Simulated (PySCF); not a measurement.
# CoNCl: relaxation and vibrations of the doublet

The task is one start of a wider search on CoNCl: the doublet, from a linear start. It is relaxed, tested by its Hessian and followed downhill if it is a saddle.

Method: PBE0, basis Co def2-TZVP, N def2-TZVP, Cl def2-TZVP, no relativity, density fitting; program: PySCF 2.14.0.

## (1) Starting geometry

3 atoms, charge 0, spin multiplicity 2.

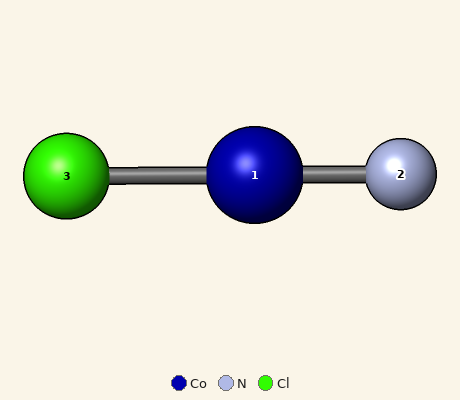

The starting geometry (cobalt blue, nitrogen light blue, chlorine green); atoms are numbered from 1 in the order of the file.

Z-matrix (Å, degrees; charge 0 multiplicity 2):
```
Co
N  1 1.6300
Cl 1 2.1000 2 180.00
```

## (2) First SCF at the start

The steps below are one call of a driver around PySCF. For each, scf.py gives the equivalent set-up of the SCF; relaxations use the driver's own optimiser. After this first run the driver tries any further starts and a stability analysis.

File scf.py:

```python
from pyscf import gto, scf, dft
mol = gto.M(atom='''
Co     0.000000     0.000000     0.000000
N      0.000000     0.000000    -1.630000
Cl     0.000000     0.000000     2.100000''',
    basis={'Co': 'def2-TZVP', 'N': 'def2-TZVP', 'Cl': 'def2-TZVP'},
    charge=0, spin=1)
mf = dft.UKS(mol, xc='PBE0')
mf.grids.atom_grid = (50, 194)
aux = {'Co': 'def2-universal-JKFIT', 'N': 'def2-universal-JKFIT', 'Cl': 'def2-universal-JKFIT'}
mf = mf.density_fit(auxbasis=aux)
mf.conv_tol = 1e-08
mf.diis_space = 10
mf.max_cycle = 60
mf.init_guess = 'minao'
mf.verbose = 4
mf.kernel()
```

Run with:

```
OMP_NUM_THREADS=4 python axn.py task.json out
```

Log, shortened:

```text
[... the frontier levels of the middle cycles are left out ...]
init E= -1896.29677977765
[... the frontier-level lines of each cycle are left out ...]
cycle= 1 E= -1879.80842675366  delta_E= 16.5  |g|= 5.68  |ddm|= 43.1
cycle= 2 E= -1833.77453156551  delta_E=   46  |g|= 13.2  |ddm|= 42.9
cycle= 3 E= -1874.92424219917  delta_E= -41.1  |g|= 9.24  |ddm|= 7.69
cycle= 4 E= -1877.19262170131  delta_E= -2.27  |g|= 8.39  |ddm|= 2.95
cycle= 5 E= -1882.19801864727  delta_E= -5.01  |g|= 7.42  |ddm|= 3.83
cycle= 6 E= -1883.18714262464  delta_E= -0.989  |g|=  6.4  |ddm|= 2.94
cycle= 7 E= -1887.18726131215  delta_E=   -4  |g|= 5.76  |ddm|= 2.92
cycle= 8 E= -1893.50615787085  delta_E= -6.32  |g|= 3.77  |ddm|= 3.29
cycle= 9 E= -1893.46061436743  delta_E= 0.0455  |g|= 3.77  |ddm|= 0.559
cycle= 10 E= -1893.48801661555  delta_E= -0.0274  |g|=  3.7  |ddm|= 0.439
cycle= 11 E= -1894.149767106  delta_E= -0.662  |g|= 3.49  |ddm|= 0.419
cycle= 12 E= -1875.52888071733  delta_E= 18.6  |g|= 5.83  |ddm|= 40.5
cycle= 13 E= -1893.5126038916  delta_E=  -18  |g|= 3.66  |ddm|= 40.5
cycle= 14 E= -1893.18447575907  delta_E= 0.328  |g|= 3.85  |ddm|= 0.26
[... 6 cycles left out ...]
cycle= 21 E= -1897.20978537216  delta_E= -0.00242  |g|= 0.147  |ddm|= 0.0753
cycle= 22 E= -1897.21348550842  delta_E= -0.0037  |g|= 0.122  |ddm|= 0.0386
cycle= 23 E= -1897.22486116411  delta_E= -0.0114  |g|= 0.0324  |ddm|= 0.133
cycle= 24 E= -1897.22625379479  delta_E= -0.00139  |g|= 0.0327  |ddm|= 0.0233
cycle= 25 E= -1897.229166  delta_E= -0.00291  |g|= 0.043  |ddm|= 0.0518
cycle= 26 E= -1897.23612918419  delta_E= -0.00696  |g|= 0.0367  |ddm|= 0.146
cycle= 27 E= -1897.23824906431  delta_E= -0.00212  |g|= 0.00741  |ddm|= 0.0798
cycle= 28 E= -1897.23850983142  delta_E= -0.000261  |g|= 0.00655  |ddm|= 0.0458
cycle= 29 E= -1897.23844696299  delta_E= 6.29e-05  |g|= 0.0064  |ddm|= 0.0284
cycle= 30 E= -1897.23854622873  delta_E= -9.93e-05  |g|= 0.00131  |ddm|= 0.0225
cycle= 31 E= -1897.23854634095  delta_E= -1.12e-07  |g|= 0.000938  |ddm|= 0.00286
cycle= 32 E= -1897.23854707401  delta_E= -7.33e-07  |g|= 0.000355  |ddm|= 0.00259
cycle= 33 E= -1897.23854721547  delta_E= -1.41e-07  |g|= 3.3e-05  |ddm|= 0.000642
cycle= 34 E= -1897.23854721915  delta_E= -3.68e-09  |g|= 1.1e-05  |ddm|= 0.000136
Extra cycle  E= -1897.23854721865  delta_E= 4.94e-10  |g|= 4.7e-05  |ddm|= 2.09e-05
converged SCF energy = -1897.23854721865  <S^2> = 1.9373119  2S+1 = 2.9579127
```

This step, with its further starts and checks, needed 21 s of wall time on 4 threads of Arm Neoverse V1, shared host.

The starts that the driver tried:

```tsv
start	energy (Eh)
the minimal-basis guess	-1897.238547
a thermally smeared density	-1897.231170
a smeared PBE density	-1897.208544
```

The test of internal stability and the other starts found no lower solution of this spin.

## (3) Relaxation: linear start, doublet

The program finds C∞v symmetry in the start, which this walk keeps. Threshold on the gradient: 0.0003 Eh/bohr, with a further test on the energy change.

scf.py: that of step 2 with these lines changed.

```diff
@@ -3,3 +3,3 @@
-Co     0.000000     0.000000     0.000000
-N      0.000000     0.000000    -1.630000
-Cl     0.000000     0.000000     2.100000''',
+Co     0.000000    -0.000000    -0.469019
+N      0.000000    -0.000000    -2.099019
+Cl     0.000000     0.000000     1.630981''',
@@ -15 +14,0 @@
-mf.init_guess = 'minao'
```

Energy and gradient, step by step:

```tsv
step	energy (Eh)	change (kJ/mol)	largest symmetric gradient (Eh/bohr)
0	-1897.238547	0.00	0.02422
1	-1897.239695	-3.01	0.01448
2	-1897.240360	-4.76	0.00161
3	-1897.240365	-4.77	0.00031
4	-1897.240366	-4.77	0.00006
```

The walk took 9.2 s.

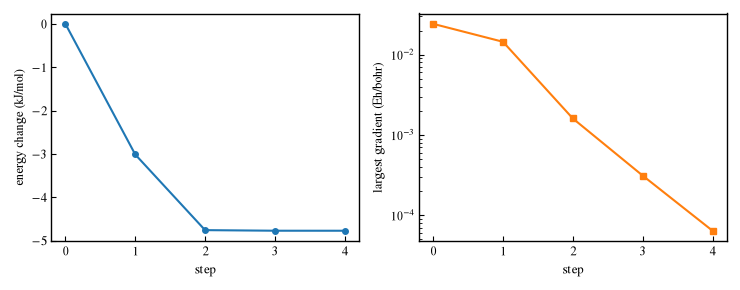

Energy and largest gradient along the walk.

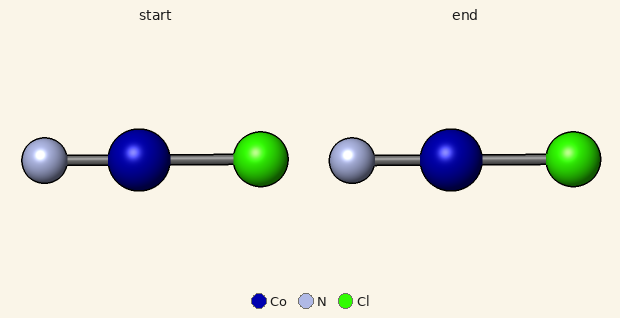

The geometry along the walk, at one scale.

After 4 steps and 4.8 kJ/mol it ends at C∞v: Co–Cl 2.108 Å, Co–N 1.711 Å; Cl–Co–N 180.0°.

## (4) Vibrations and properties at this point

The point is checked on the finer grid, and tightened if its gradient asks for it. The Hessian and the dipole derivatives come from central differences of analytic gradients, with steps of 0.02 bohr.

scf.py: that of step 3 with these lines changed.

```diff
@@ -3,3 +3,3 @@
-Co     0.000000    -0.000000    -0.469019
-N      0.000000    -0.000000    -2.099019
-Cl     0.000000     0.000000     1.630981''',
+Co     0.000000    -0.000000    -0.461140
+N      0.000000    -0.000000    -2.171865
+Cl    -0.000000     0.000000     1.646848''',
@@ -9 +9 @@
-mf.grids.atom_grid = (50, 194)
+mf.grids.atom_grid = (75, 302)
@@ -12 +12 @@
-mf.conv_tol = 1e-08
+mf.conv_tol = 1e-10
```

This SCF starts from the last density.

SCF at the final geometry:

```text
init E= -1897.2402815479
[... the frontier-level lines of each cycle are left out ...]
cycle= 1 E= -1897.24028154777  delta_E= 1.3e-10  |g|= 2.36e-05  |ddm|= 1.16e-05
cycle= 2 E= -1897.24028154577  delta_E= 2e-09  |g|= 9.29e-05  |ddm|= 4.03e-05
cycle= 3 E= -1897.24028154791  delta_E= -2.14e-09  |g|= 3.32e-06  |ddm|= 3.12e-05
cycle= 4 E= -1897.24028154792  delta_E= -1.41e-11  |g|= 1.95e-07  |ddm|= 2.59e-06
Extra cycle  E= -1897.24028154792  delta_E= 3.64e-12  |g|= 6.13e-07  |ddm|= 3.78e-07
converged SCF energy = -1897.24028154792  <S^2> = 2.1679739  2S+1 = 3.1099672
```

The whole step took 34 s.

Geometry: C∞v; Co–Cl 2.108 Å, Co–N 1.711 Å; Cl–Co–N 180.0°.

Harmonic modes (main isotopes):

```
symmetry  ω (cm⁻¹)  IR (km/mol)  μ (u)
       π        83         39.6  22.17
      σ+       405         30.6  28.27
      σ+       599         94.1  18.59
```

All wavenumbers are real: a minimum.

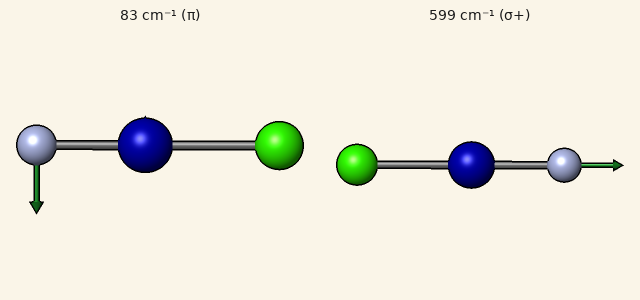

Displacements of 2 of the modes, as arrows (one member where a mode is degenerate).

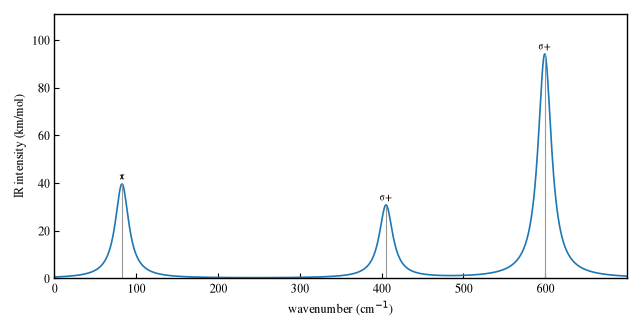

The harmonic infrared spectrum (widths in cm⁻¹). Lines are broadened to a width of 20 cm⁻¹ (Lorentzian).

Properties at this point:

```yaml
Dipole_moment: 0.95 D
Highest_occupied_level: -8.13 eV
Lowest_empty_level: -4.21 eV
Rotational_constants: 0.0972 cm⁻¹
Zero-point_energy: 7.0 kJ/mol
Principal_polarisabilities: 27.3, 27.3, 69.6 bohr³
Atomisation_energy_without_zero-point_energy: 557 kJ/mol
Principal_traceless_quadrupole_moments_about_the_centre_of_mass: -9.61, 4.80, 4.80 D Å
Entropy_at_298.15_K_and_1_bar_electronic_part_spin_only: 282.9 J/(mol K)
Heat_capacity_Cp_at_298.15_K: 55.9 J/(mol K)
Enthalpy_at_298.15_K_above_0_K: 13.93 kJ/mol
Rotational_symmetry_number: 1
Spin_squared_⟨S²⟩: 2.168
```

Populations by atom (charges in e):

```json
{"atom": "Co1", "Mulliken": "0.63", "Löwdin": "0.10", "polar tensor": "1.08", "spin (Mulliken)": "2.48", "Mayer order to Co1": "–"}
{"atom": "N2", "Mulliken": "-0.25", "Löwdin": "-0.11", "polar tensor": "-0.44", "spin (Mulliken)": "-1.57", "Mayer order to Co1": "1.43"}
{"atom": "Cl3", "Mulliken": "-0.37", "Löwdin": "0.01", "polar tensor": "-0.64", "spin (Mulliken)": "0.09", "Mayer order to Co1": "1.03"}
```

Mulliken populations on Co1: s 6.53, p 12.30, d 7.55, f 0.00.

## (5) Outcome

| quantity | value |
| --- | --- |
| minimum | broken-symmetry (Ms = 1/2), C∞v |
| geometry | Co–Cl 2.108 Å, Co–N 1.711 Å; Cl–Co–N 180.0° |
| wavenumbers (cm⁻¹) | 83 (π), 405 (σ+), 599 (σ+) |
| dipole moment | 0.95 D |
| highest occupied, lowest empty level (either spin) | -8.13, -4.21 eV |
| polar-tensor charge of Co1 | +1.08 e |
| zero-point energy | 7.0 kJ/mol |
| entropy at 298.15 K | 282.9 J/(mol K) |
| atomisation energy (no zero-point energy) | 557 kJ/mol |
| ⟨S²⟩ | 2.168 |

What this shows: The molecule stays C∞v, as typed, and the end point is a minimum. The determinant is spin-contaminated (⟨S²⟩ = 2.17 against 0.75), so it is no pure spin state. The strongest infrared band lies at 599 cm⁻¹ (σ+, stretch). Only this shape and spin were tried, so other structures or states may lie lower. One determinant may miss the lowest occupation of an open d or f shell.

The search up to here took 64 s.
